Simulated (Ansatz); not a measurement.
```yaml
crystal:
  lattice:
    - [6.12586, 0.00000, 0.00000]
    - [0.00000, 6.12586, 0.00000]
    - [0.00000, 0.00000, 6.12586]
  atoms:
    - { symbol: Be, position: [0.50000, 0.00000, 0.00000] }
    - { symbol: Be, position: [0.00000, 0.50000, 0.50000] }
    - { symbol: Be, position: [0.00000, 0.50000, 0.00000] }
    - { symbol: Be, position: [0.50000, 0.00000, 0.50000] }
    - { symbol: Be, position: [0.00000, 0.00000, 0.50000] }
    - { symbol: Be, position: [0.50000, 0.50000, 0.00000] }
    - { symbol: Ag, position: [0.00000, 0.00000, 0.00000] }
    - { symbol: Ag, position: [0.50000, 0.50000, 0.50000] }
    - { symbol: S, position: [0.25000, 0.25000, 0.25000] }
    - { symbol: S, position: [0.75000, 0.75000, 0.75000] }
    - { symbol: S, position: [0.25000, 0.25000, 0.75000] }
    - { symbol: S, position: [0.75000, 0.75000, 0.25000] }
    - { symbol: S, position: [0.25000, 0.75000, 0.25000] }
    - { symbol: S, position: [0.75000, 0.25000, 0.75000] }
    - { symbol: S, position: [0.75000, 0.25000, 0.25000] }
    - { symbol: S, position: [0.25000, 0.75000, 0.75000] }
```

Space group Im-3m; a structure generated by program, which may or may not match a known phase; computed without spin polarisation.

The calculation used DFT PBE, scalar-relativistic, plane waves, PAW (Ansatz).

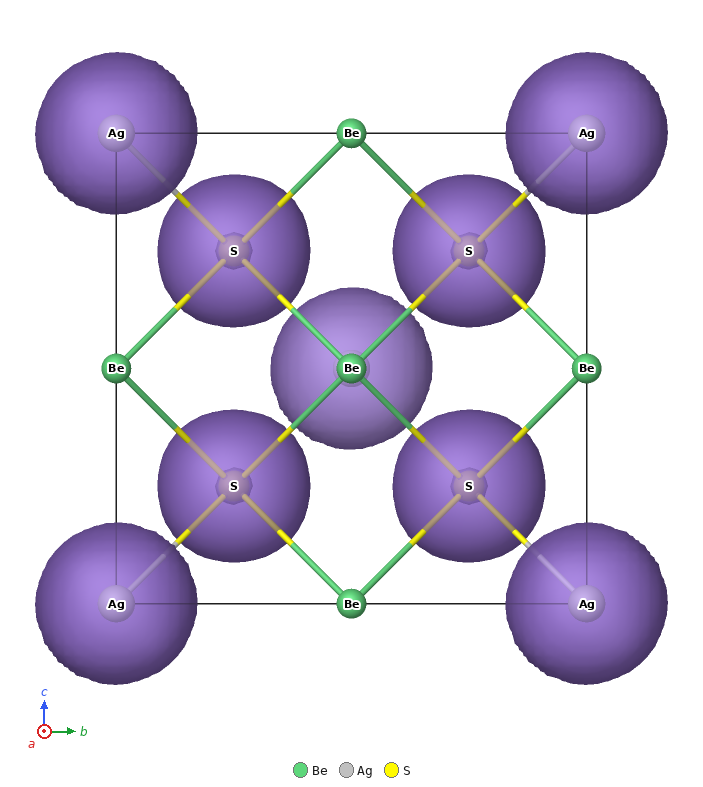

Be3AgS4. Isosurface of the valence pseudo-density at 0.5 e/Å³ (purple), seen along the a axis. Sticks mark near contacts.

Core electrons are frozen (PAW), and the valence fields are smoothed inside the atomic spheres.

> Which contacts does the surface bridge?

At this value the density breaks into separate islands; it holds about 60 % of the electrons treated as valence (semicore included). It bridges none of the near contacts. It is pinched off along the sampled Be–S (2.65 Å) and Ag–S (2.65 Å) contacts. On the grid the lowest density along these lines, outside the cores, is 0.16 e/Å³ (Be–S, 2.65 Å) and 0.32 e/Å³ (Ag–S, 2.65 Å).

> What Bader charges does the calculation give?

Electrons move from Be and Ag towards S. Bader charges: Be +1.41, Ag +0.44 and S −1.16 e.
